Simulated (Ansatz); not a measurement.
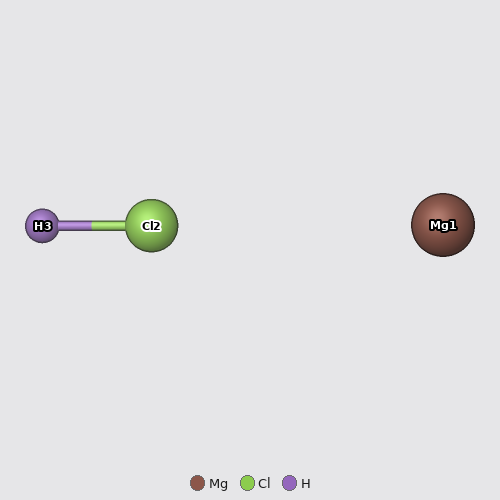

The system is Mg + ClH; the picture shows the reference structure. 
- The first coordinate is: distance Mg1–Cl2; the second: distance Cl2–H3.
- Nothing is relaxed (the angle Mg1–Cl2–H3 is fixed at 180 degrees).
- Grid: 13 × 13 points.
- Points are written as (first, second).
- Energies are in kcal/mol, from the lowest grid point.
- The reference is spin-restricted, so regions where a bond is pulled apart into radicals lie too high.
- These are results of Ansatz, RKS wB97X-V/def2-SVPD, not measurements.

Its coordinates:

```xyz
3

Mg   -3.5440    0.0000    0.0000
Cl    0.0000    0.0000    0.0000
H     1.3280    0.0000    0.0000
```

Range: distance Mg1–Cl2 from 1.944 to 3.544 Å; distance Cl2–H3 from 1.064 to 2.664 Å.

### What landscape does the calculation give?

The lowest grid point is at (3.544 Å, 1.328 Å). It lies in a valley that leaves the map towards separated partners. The highest grid point, (3.544 Å, 2.664 Å), lies 111 kcal/mol above the lowest.

```csv
"distance Cl2–H3 ↓, distance Mg1–Cl2 →",1.944,2.007,2.100,2.208,2.328,2.457,2.594,2.738,2.888,3.045,3.206,3.373,3.544
2.664,97,90,83,80,80,83,87,91,96,100,104,108,111
2.493,93,86,80,76,76,77,80,84,88,92,96,99,102
2.326,90,82,75,71,70,71,73,76,80,83,86,88,91
2.165,86,78,71,66,64,64,65,67,70,72,74,76,78
2.008,82,74,65,60,57,56,56,57,58,60,61,63,64
1.858,78,69,60,53,49,46,46,46,46,47,47,48,49
1.714,73,64,53,46,40,37,35,33,33,33,33,33,33
1.577,69,58,47,38,31,27,24,22,20,19,19,19,18
1.448,65,54,42,32,24,19,15,12,10,8,7,7,7
1.328,64,53,40,30,21,15,10,7,4,2,1,0,0
1.220,70,58,45,34,25,18,13,9,6,4,3,2,2
1.127,83,72,58,47,38,31,25,21,18,16,14,13,13
1.064,101,89,75,64,54,47,41,37,34,32,30,29,29
```

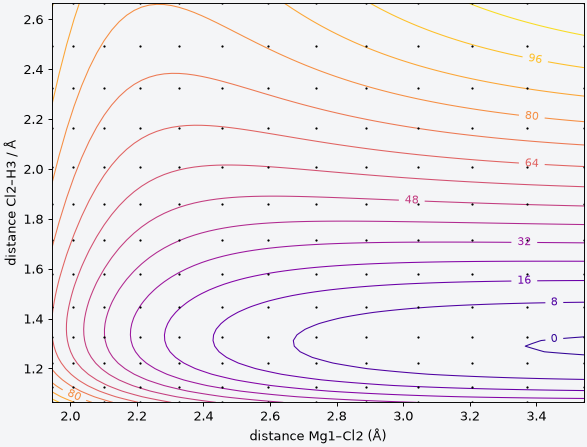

The picture shows contour lines labelled in kcal/mol, dots at the grid points. Between grid points the surface is interpolated.

Each point was launched as `ansatz run input.yaml --threads 1 --pin off --max-ram 2560MiB --backend cpu --events-out ev --progress --plain --runs-dir out`. The whole map (169 points run) took 10 min on 1 thread of Intel(R) Xeon(R) Platinum 8488C (Sapphire Rapids), on a shared host.
